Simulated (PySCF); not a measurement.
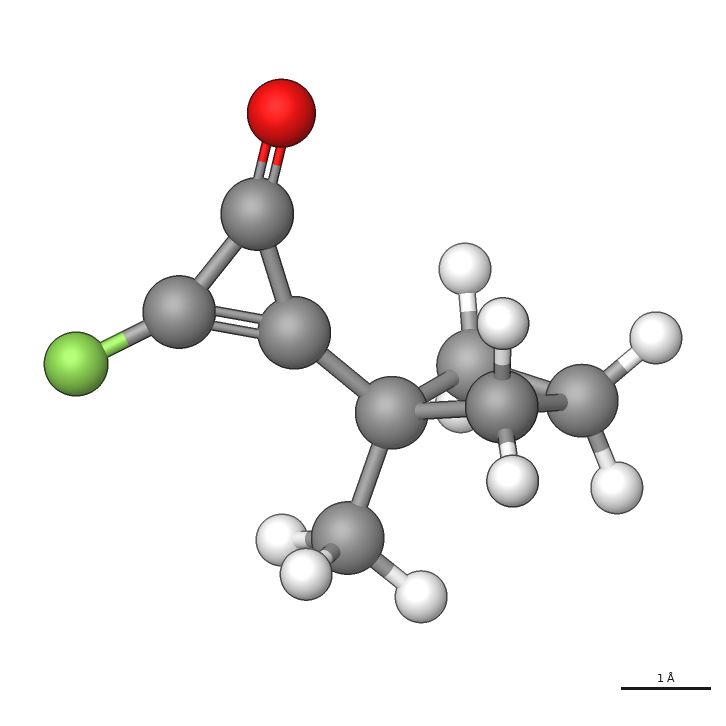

Multiple sticks mark multiple bonds (one Kekulé form). Colours: carbon grey, fluorine green, oxygen red, hydrogen white.

What does the picture show?

Formula C₈H₉FO. Its SMILES string is `CC1(c2c(F)c2=O)CCC1`. Independent rings (smallest set): 1 of 3 members, 1 of 4 members, 1 of them aromatic. Among its groups: C–F bond. Coordination, clear cases only: 1 C tetrahedral.

The parts below concern this one geometry. Atoms keep their numbers from picture to picture. The geometry was computed by an optimisation with PBE0-D3(BJ)/def2-SVP. No frequency run is at hand to confirm it as a minimum.

### Shape

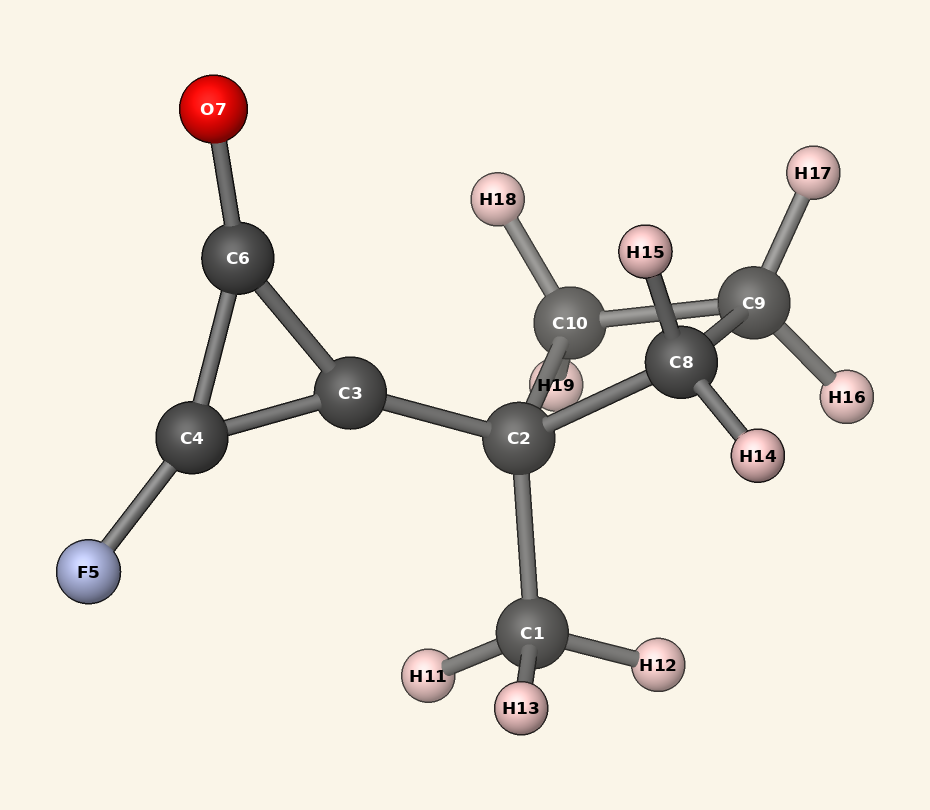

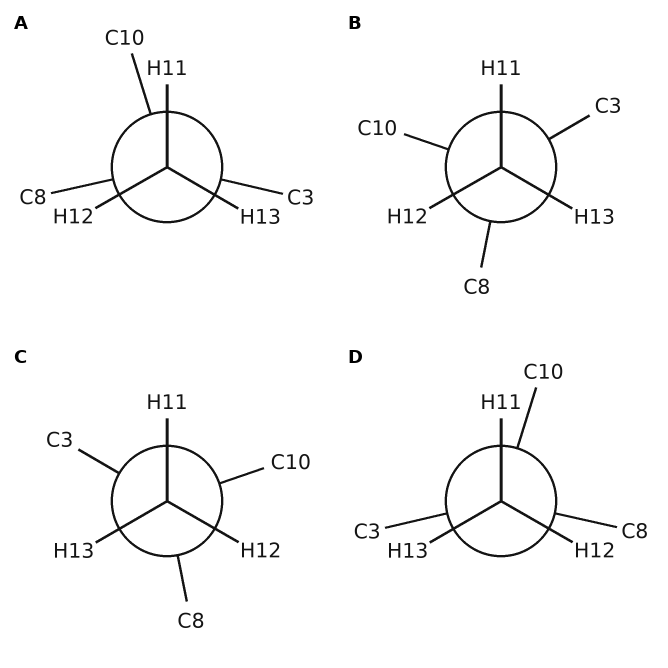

Atoms fade into the background with distance from the viewer. Bonds that would overlap in a projection are set slightly apart. No frequency run is at hand to confirm it as a minimum.

**Which Newman projection shows the view along C1–C2, with C1 in front?**

B. The torsion angle H11–C1–C2–C8 is −169°, antiperiplanar (anti).

### Excitation

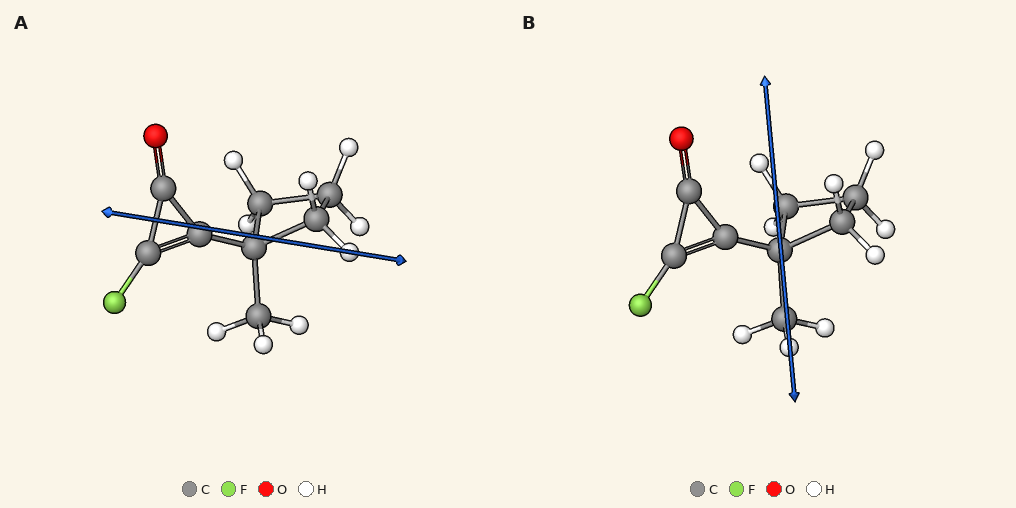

The double arrows show the directions of two transition dipoles from the ground state (lengths mean nothing). No frequency run is at hand to confirm it as a minimum. Method: TDDFT ωB97X-D/def2-SVPD, vertical, gas phase, core orbitals frozen in the response (PySCF 2.14.0).

**One belongs to singlet state 7 and one to singlet state 9. Which is which?**

A: state 7, 8.05 eV (154 nm), oscillator strength 0.061, of mixed character, with the largest part HOMO → LUMO+6 (weight 0.25).
B: state 9, 8.37 eV (148 nm), oscillator strength 0.13, of mixed character, with the largest part HOMO−1 → LUMO+4 (weight 0.46).

### Ring current

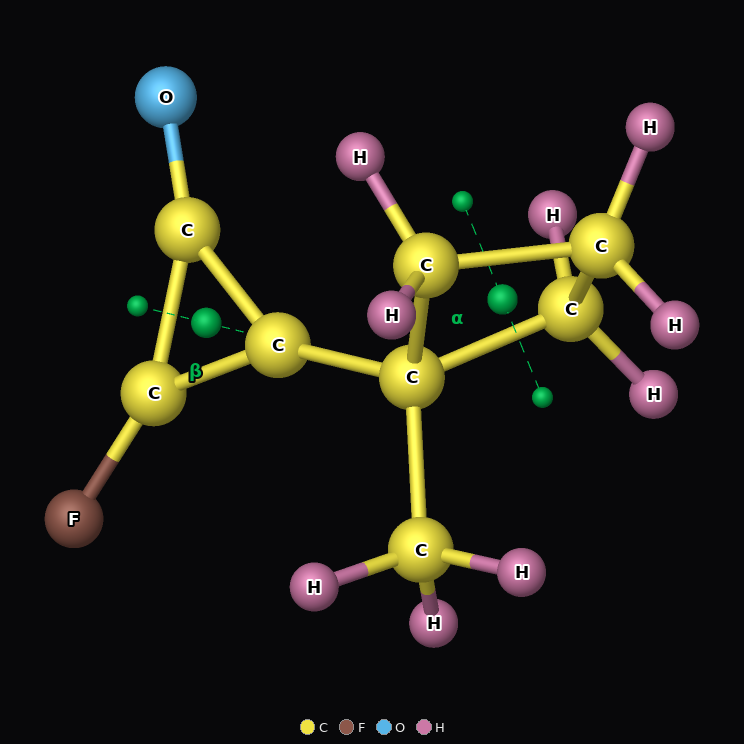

The small points mark where nucleus-independent chemical shifts (NICS) were computed: at the centre of each lettered ring and 1 Å above and below it. No frequency run is at hand to confirm it as a minimum. Method: GIAO PBE0/pcSseg-1 NMR shielding, non-relativistic, gas phase (PySCF 2.14.0).

Give NICS(0), NICS(1) and the out-of-plane component NICS(1)zz for each ring (means of the two sides).

| ring | members | NICS(0) | NICS(1) | NICS(1)zz |
| --- | --- | --- | --- | --- |
| α | C4 | −1.0 | −0.6 | 2.7 |
| β | C3 | −27.6 | −8.7 | −8.1 |

Values in ppm.

### NMR shielding

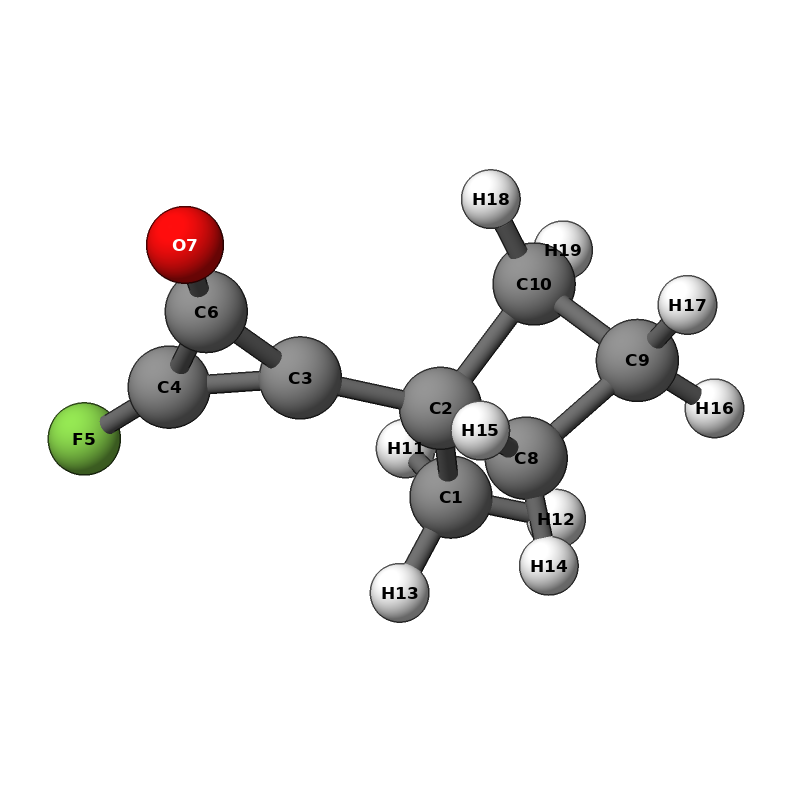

No frequency run is at hand to confirm it as a minimum. Level of theory: GIAO WP04/pcSseg-1 NMR shielding, non-relativistic, gas phase (PySCF 2.14.0). Principal shieldings σ11 ≤ σ22 ≤ σ33, span Ω = σ33 − σ11, skew κ = 3(σiso − σ22)/Ω.

Give the shielding tensors of the O atoms.

```csv
atom,σ11,σ22,σ33,σiso,Ω,κ
O7,−161.7,−102.4,370.9,35.6,532.6,0.78
```

Shieldings and span in ppm.
